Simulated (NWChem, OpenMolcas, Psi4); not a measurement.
# Si2H6 (disilane): methods side by side

Si2H6 has 8 atoms, charge 0, and is taken as a singlet. As SMILES, `[SiH3][SiH3]`. Geometry: relaxed at PBE0-D4/def2-TZVP.

Each level gives the vertical energy of the triplet above the singlet (eV). The values are calculated.

```json
{"level": "SVWN5/aug-cc-pVDZ", "kind": "LDA", "program": "OpenMolcas", "value (eV)": "6.48"}
{"level": "BLYP/aug-cc-pVDZ", "kind": "GGA", "program": "OpenMolcas", "value (eV)": "6.45"}
{"level": "PBE/aug-cc-pVDZ", "kind": "GGA", "program": "OpenMolcas", "value (eV)": "6.34"}
{"level": "TPSS/aug-cc-pVDZ", "kind": "meta-GGA", "program": "OpenMolcas", "value (eV)": "6.43"}
{"level": "BHLYP/aug-cc-pVDZ", "kind": "global hybrid", "program": "OpenMolcas", "value (eV)": "6.80"}
{"level": "PBE0/aug-cc-pVDZ", "kind": "global hybrid", "program": "OpenMolcas", "value (eV)": "6.51"}
{"level": "wB97X/aug-cc-pVDZ", "kind": "range-separated hybrid", "program": "NWChem", "value (eV)": "7.57"}
{"level": "MP2/aug-cc-pVDZ", "kind": "perturbation theory", "program": "Psi4", "value (eV)": "7.15"}
```

The values span 6.34 to 7.57 eV.

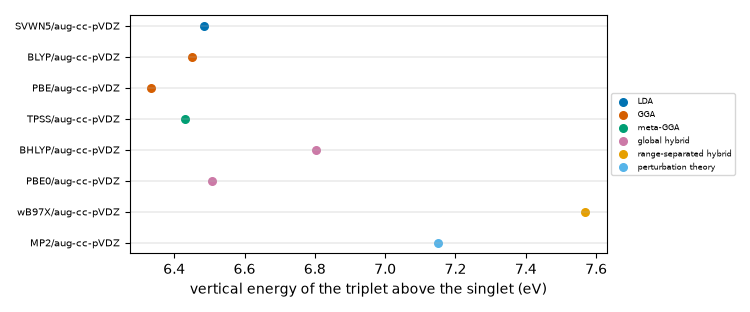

The values of the table, level by level.
